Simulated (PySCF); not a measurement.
# C₃H₅NSi: one change and its effect

System: C₃H₅NSi, SMILES C#C[SiH2]N=C.
Method of run 1: GIAO PBE0/6-31G* NMR shielding, non-relativistic, gas phase (PySCF 2.14.0).

The geometry comes from this level: PBE0-D3(BJ)/def2-SVP. Text and figures count atoms from 1; the logs count them from 0 in places.

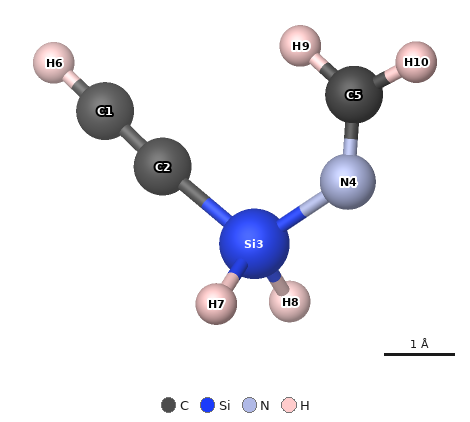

Figure 1. The structure as given in the input (ball-and-stick view, seen at a tilt; atoms are numbered from 1 in the order of the input).

Input, run 1:
```
{"job": {"kind": "nmr", "xc": "PBE0", "basis": "6-31G*", "pop": true}, "charge": 0, "multiplicity": 1}
C      2.215474    -0.971579    -0.088157
C      1.408537    -0.059725    -0.112485
Si     0.100404     1.236143    -0.136811
N     -1.499078     0.552933     0.065513
C     -1.765718    -0.671346     0.214667
H      2.938087    -1.768936    -0.066915
H      0.336117     2.196269     0.975057
H      0.136450     1.947575    -1.442758
H     -1.005420    -1.481487     0.233587
H     -2.814407    -1.001104     0.337094
```

The first line tells a small driver script what to run in PySCF; the rest is the geometry in Å.

Launched with:
```bash
OMP_NUM_THREADS=1 python <driver script> task.json out
```

Hardware: 1 CPU thread, shared host.

Output (run 1):
```
coarse grid: 9048 points
cycle   1  E = -461.1314359474  dE =  4.053e-01  |g| = 4.504e-01  |ddm| = 3.082e+00
cycle   2  E = -461.0750270197  dE =  5.641e-02  |g| = 6.686e-01  |ddm| = 1.032e+00
cycle   3  E = -461.1782742939  dE = -1.032e-01  |g| = 1.488e-01  |ddm| = 6.392e-01
cycle   4  E = -461.1837186717  dE = -5.444e-03  |g| = 3.368e-02  |ddm| = 1.446e-01
cycle   5  E = -461.1838558917  dE = -1.372e-04  |g| = 2.710e-02  |ddm| = 4.389e-02
cycle   6  E = -461.1840405669  dE = -1.847e-04  |g| = 1.936e-03  |ddm| = 2.060e-02
cycle   7  E = -461.1840416131  dE = -1.046e-06  |g| = 5.856e-04  |ddm| = 2.562e-03
final grid: 83408 points
cycle   8  E = -461.1348374132  dE = -1.366e-05  |g| = 5.522e-03  |ddm| = 1.509e-02
cycle   9  E = -461.1348355349  dE =  1.878e-06  |g| = 6.357e-03  |ddm| = 1.178e-02
cycle  10  E = -461.1348455166  dE = -9.982e-06  |g| = 1.255e-03  |ddm| = 6.430e-03
cycle  11  E = -461.1348458824  dE = -3.658e-07  |g| = 2.066e-04  |ddm| = 1.087e-03
cycle  12  E = -461.1348458920  dE = -9.622e-09  |g| = 4.829e-05  |ddm| = 2.064e-04
cycle  13  E = -461.1348458927  dE = -6.386e-10  |g| = 1.574e-05  |ddm| = 6.416e-05
converged SCF energy = -461.1348458927

GIAO shielding tensors (ppm)
atom      isotropic    diamagn.    paramagn.     s11        s22        s33       span
  0 C       99.160     271.205    -172.044     23.155     28.117    246.208    223.052
  1 C      122.398     259.961    -137.563     36.406     42.858    287.930    251.523
  2 Si     451.875     884.252    -432.378    418.181    445.586    491.856     73.675
  3 N      -90.145     322.574    -412.719   -438.926   -123.119    291.610    730.536
  4 C       30.621     257.264    -226.643    -57.561      7.654    141.771    199.331
  5 H       29.580      29.600      -0.021     25.157     25.467     38.114     12.958
  6 H       26.655      29.138      -2.483     23.768     25.379     30.819      7.052
  7 H       26.653      29.139      -2.486     23.765     25.379     30.816      7.051
  8 H       23.351      32.393      -9.042     22.102     22.554     25.396      3.294
  9 H       23.465      27.819      -4.354     22.898     23.637     23.861      0.963
```

Run 2 used a changed input.

The two runs side by side:

```csv
quantity,run 1,run 2
outcome,converged,converged
total energy (hartree),−461.134846,−460.939334
HOMO (eV),−7.10,−7.17
LUMO (eV),−0.62,−0.83
dipole moment (D),2.03,1.93
shielding of C1 (ppm),99.2,95.4
shielding of C2 (ppm),122.4,117.6
shielding of Si3 (ppm),451.9,470.9
shielding of N4 (ppm),−90.1,−108.6
shielding of C5 (ppm),30.6,25.8
shielding of H9 (ppm),23.4,22.8
shielding of H10 (ppm),23.5,23.0
SCF iterations,13,14
basis functions,84,99
wall time (shared host),5.2 s,5.8 s
```

Which change of the input explains these differences?

The change (lines with − go, lines with + come):
```diff
-"basis": "6-31G*"
+"basis": "def2-SVP"
```

The total energy of run 2 is 122.7 kcal/mol higher, which measures the change of basis and not a stability. The HOMO goes from −7.10 to −7.17 eV. The LUMO goes from −0.62 to −0.83 eV. The dipole moment goes from 2.03 to 1.93 D. Of all shieldings, the largest change is that of Si3, by +19.0 ppm. The SCF takes 14 iterations against 13. The basis functions go from 84 to 99.

Output (run 2):
```
coarse grid: 9048 points
cycle   1  E = -460.8321719874  dE =  3.634e-01  |g| = 4.349e-01  |ddm| = 3.340e+00
cycle   2  E = -460.7725719377  dE =  5.960e-02  |g| = 6.666e-01  |ddm| = 1.036e+00
cycle   3  E = -460.8752367635  dE = -1.027e-01  |g| = 1.398e-01  |ddm| = 6.315e-01
cycle   4  E = -460.8800243911  dE = -4.788e-03  |g| = 3.448e-02  |ddm| = 1.414e-01
cycle   5  E = -460.8801802510  dE = -1.559e-04  |g| = 2.686e-02  |ddm| = 4.442e-02
cycle   6  E = -460.8803623716  dE = -1.821e-04  |g| = 1.998e-03  |ddm| = 2.123e-02
cycle   7  E = -460.8803635339  dE = -1.162e-06  |g| = 5.163e-04  |ddm| = 2.670e-03
final grid: 83408 points
cycle   8  E = -460.9393274442  dE = -1.192e-05  |g| = 4.854e-03  |ddm| = 1.676e-02
cycle   9  E = -460.9393253790  dE =  2.065e-06  |g| = 5.804e-03  |ddm| = 1.066e-02
cycle  10  E = -460.9393335175  dE = -8.139e-06  |g| = 1.256e-03  |ddm| = 5.983e-03
cycle  11  E = -460.9393338882  dE = -3.706e-07  |g| = 1.775e-04  |ddm| = 1.058e-03
cycle  12  E = -460.9393338952  dE = -6.991e-09  |g| = 6.553e-05  |ddm| = 2.211e-04
cycle  13  E = -460.9393338960  dE = -8.067e-10  |g| = 3.962e-05  |ddm| = 8.208e-05
cycle  14  E = -460.9393338964  dE = -3.885e-10  |g| = 8.661e-06  |ddm| = 3.485e-05
converged SCF energy = -460.9393338964

GIAO shielding tensors (ppm)
atom      isotropic    diamagn.    paramagn.     s11        s22        s33       span
  0 C       95.439     259.749    -164.310     17.839     23.471    245.008    227.169
  1 C      117.560     266.495    -148.935     28.495     36.281    287.905    259.410
  2 Si     470.887     882.683    -411.796    435.445    464.732    512.483     77.038
  3 N     -108.562     322.312    -430.874   -485.673   -138.790    298.777    784.450
  4 C       25.766     255.340    -229.574    -64.209     -2.062    143.568    207.776
  5 H       29.079      32.797      -3.718     24.312     24.723     38.202     13.890
  6 H       26.251      28.403      -2.152     23.416     24.943     30.395      6.979
  7 H       26.250      28.406      -2.156     23.413     24.944     30.391      6.978
  8 H       22.829      33.176     -10.347     21.631     21.852     25.003      3.372
  9 H       22.951      27.927      -4.975     22.197     23.035     23.623      1.426
```
